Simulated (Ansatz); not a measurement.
TaH2OClF4: several calculations on one system

Part 1: Relaxation

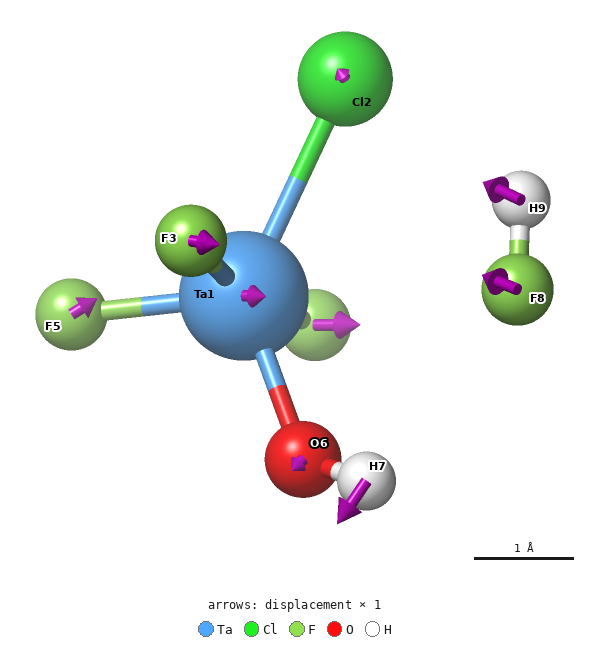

A relaxation of TaH2OClF4. The starting structure is drawn; purple arrows show the displacements, at their true length. The two geometries are superimposed by the best rigid fit.

The picture is a ball-and-stick view, seen at a tilt.

The run prepares an end point of a later path (reaction) calculation, from a guessed geometry.

The calculation used Ansatz, RKS revPBE/def2-SVP. (no spin polarisation; force threshold 0.03 eV/Å; at most 50 steps)

> What did the optimiser do to the structure, and how much energy did it gain?

An H atom moves most after the best rigid fit: 0.58 Å. By element the largest moves are H 0.58 Å, F 0.54 Å, Ta 0.27 Å, O 0.18 Å, Cl 0.15 Å. Some distances before and after: F–Ta 3.125 → 2.383 Å, H–Ta 3.224 → 2.587 Å, F–H 0.934 → 0.972 Å, Cl–Ta 2.445 → 2.450 Å. New bonds form, among them: F–Ta (3.12 → 2.38 Å). Among the angles between lasting bonds that change: Cl–Ta–O 133.4° → 152.3°, Cl–Ta–F 118.0° → 104.1°, Ta–O–H 130.7° → 142.7°. The energy falls by 5.50 kcal/mol in 12 accepted moves (13 points after the start). Largest force component: 0.74 eV/Å at the start, 0.014 eV/Å at the end. The line search rejected the trial step at point 4 of the run.

Limits of the set-up: the start holds two separate molecules, 2.5 Å apart at their closest, whose relative position is a soft coordinate and is computed without a dispersion correction.

Part 2: Relaxation

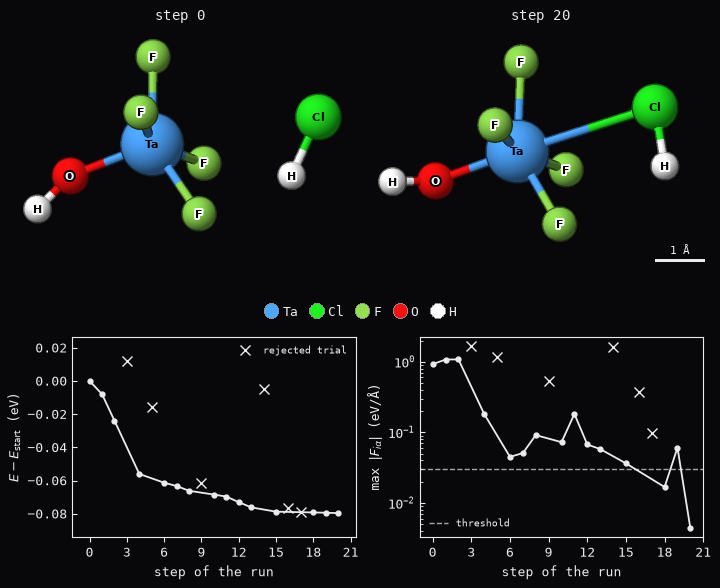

First and last geometry of a relaxation of TaH2OClF4, with the history of the run. The picture is a ball-and-stick view, seen at a tilt.

The run prepares an end point of a later path (reaction) calculation, from a guessed geometry.

The calculation used RKS revPBE/def2-SVP (Ansatz). Settings: no spin polarisation; force threshold 0.03 eV/Å; at most 50 steps.

Did the run converge, and what did it change?

Answer. It converged. After 14 accepted moves (20 points after the start) the energy has fallen by 0.080 eV. The largest force component goes from 0.92 to 0.0044 eV/Å. The line search rejected the trial steps at points 3, 5, 9, 14, 16, 17 of the run. The forces were under the threshold at step 18, but the run went on from there. An H atom moves most after the best rigid fit: 0.60 Å. Largest moves by element: H 0.60 Å, Cl 0.55 Å, F 0.29 Å, Ta 0.18 Å, O 0.18 Å. Some distances before and after: Cl–Ta 3.668 → 3.153 Å, Cl–H 1.339 → 1.301 Å, O–Ta 1.866 → 1.881 Å, F–Ta 1.926 → 1.914 Å. Bond angles that change, for instance: Ta–O–H 147.4° → 134.3°, F–Ta–F 152.2° → 161.8°, F–Ta–O 104.0° → 99.0°. Groups turn about O–Ta by about 75°. Cost: 37 s on 4 threads of Intel(R) Xeon(R) Platinum 8259CL CPU @ 2.50GHz (Skylake/Cascade Lake), with other jobs on the host, peak memory 0.21 GiB.

Part 3: Path

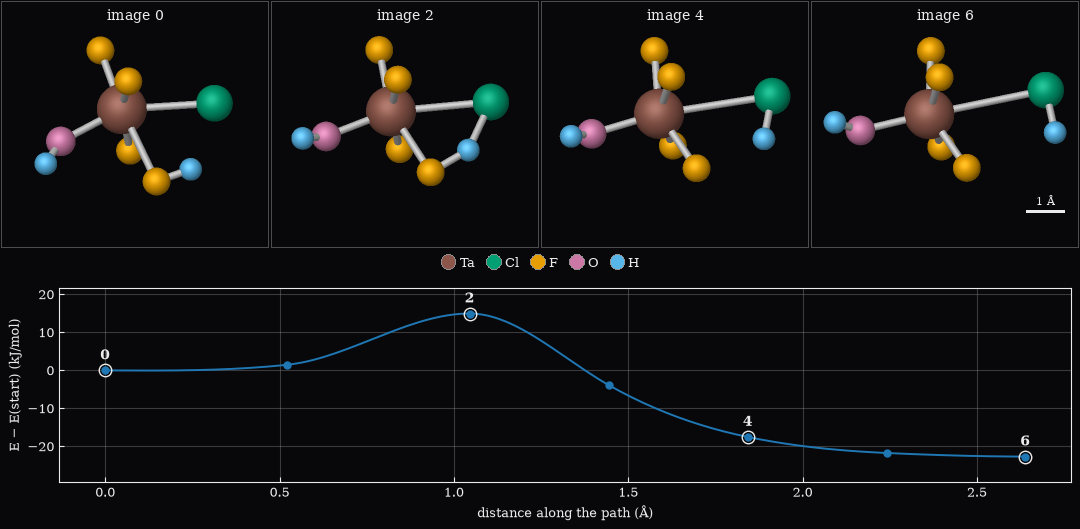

A search for the minimum-energy path of TaH₂OClF₄ by the nudged elastic band. Images are numbered from 0 (start) to 6 (end). A ball-and-stick model, seen at a tilt.

Theory: RKS revPBE/def2-SVP in Ansatz. Set-up: 5 movable images; climbing image; force threshold 0.05 eV/Å; iteration limit 60; starting path through a guess of the saddle point.

> What happens along the path, and what is the barrier?

Forward barrier 15.0 kJ/mol, backward barrier 37.6 kJ/mol, with image 2 at the top; the reaction energy is −22.7 kJ/mol. A hydrogen atom shifts from one atom to another. Breaking: F–H (0.97 → 2.56 Å). Forming: Cl–H (2.09 → 1.30 Å). The band is converged. At the top, the vibrational analysis gives one imaginary mode (355i cm⁻¹), as a transition state must have.

The run took 2.6 min on 4 threads of Intel(R) Xeon(R) Platinum 8259CL CPU @ 2.50GHz (Skylake/Cascade Lake), on a shared host, peak memory 0.22 GiB.
